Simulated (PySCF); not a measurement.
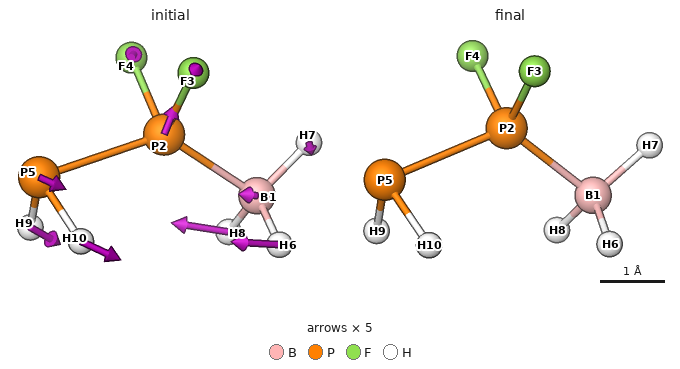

The structure of BP₂H₅F₂ before (left) and after (right) a relaxation, at one scale. The purple arrows give the displacements, magnified 5 times.

The picture is a ball-and-stick view, seen at a tilt.

The start comes from GFN2-xTB. Its atoms were then displaced at random by about 0.01 Å.

Computed with PBE0-D3(BJ)/def2-SVP geometry optimisation, gas phase in PySCF 2.14.0, density-fitted response routines. 

Q: Summarise the run.

A: H8 moves most after the best rigid fit: 0.19 Å. Largest moves by element: H 0.19 Å, P 0.11 Å, F 0.08 Å, B 0.07 Å. Among the contacts that change: P5–H9 1.366 → 1.429 Å, B1–H8 1.180 → 1.222 Å, B1–P2 1.892 → 1.854 Å, P5–H10 1.396 → 1.429 Å. Bond angles that change, for instance: B1–P2–P5 131.7° → 123.7°, F3–P2–F4 93.6° → 100.2°, P2–B1–H8 105.4° → 102.0°. After 10 geometry steps the energy has fallen by 0.225 eV.
